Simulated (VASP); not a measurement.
Band structure of MgTe (relaxed from the zinc blende structure, space group F-43m). Method: PBEsol GGA, VASP's PBE PAW potentials (set 64) (plane waves; VASP 6.6.1).

Unless said otherwise, spin-orbit coupling is left out, though it shifts the bands of the heavy elements here.

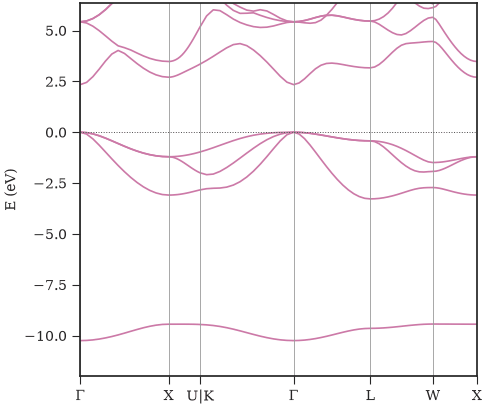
*Bands along high-symmetry lines, zero at the valence-band maximum or, without a gap, the Fermi level*

Task: Read the plot: is there a gap, and where are the band edges?

Result: The gap is direct, 2.34 eV, from the valence maximum at Γ to the conduction minimum at Γ. (Edges off the drawn lines would not show.)

The structure was generated: MgTe was put into the zinc blende type (F-43m), which need not be its known phase. The cell was not relaxed at this level.
